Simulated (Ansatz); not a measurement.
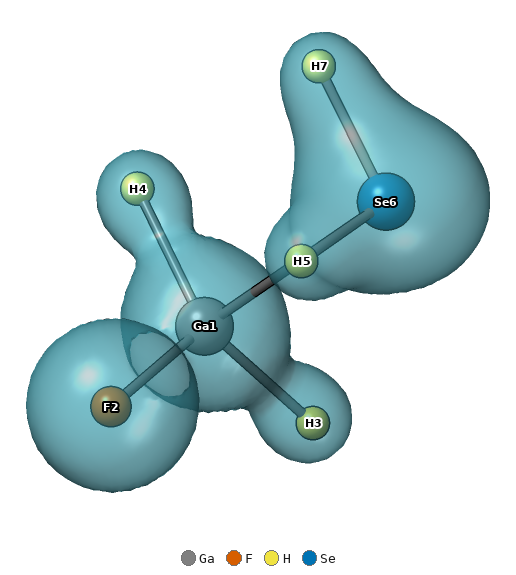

*FGaH$_{4}$Se. Isosurface of the electron density at 0.6 e/Å³ (cyan), seen at an oblique angle.*

Theory: RHF/def2-TZVP in Ansatz.

```xyz
7

Ga   -0.7676   -0.9947   -0.1638
F     0.6817   -1.7296    0.5155
H    -1.0184   -1.3293   -1.6742
H    -1.8045   -0.4900    0.9000
H     1.8901    0.8922    0.1699
Se    0.7362    1.4931   -0.4795
H     0.2827    2.1582    0.7320
```

### How is the density connected at this value?

At this value the surface falls into two separate pieces. It bridges the sampled Ga–F (1.76 Å), Se–H (1.45 Å) and Ga–H (1.57 Å) contacts, where the density stays above the isovalue. It is pinched off along the sampled Ga–Se (2.92 Å) contacts. On the grid the lowest density along these lines, outside the cores, is 0.84 e/Å³ (Ga–F, 1.76 Å), 0.16 e/Å³ (Ga–Se, 2.92 Å), 1.2 e/Å³ (Se–H, 1.45 Å) and 0.77 e/Å³ (Ga–H, 1.57 Å).
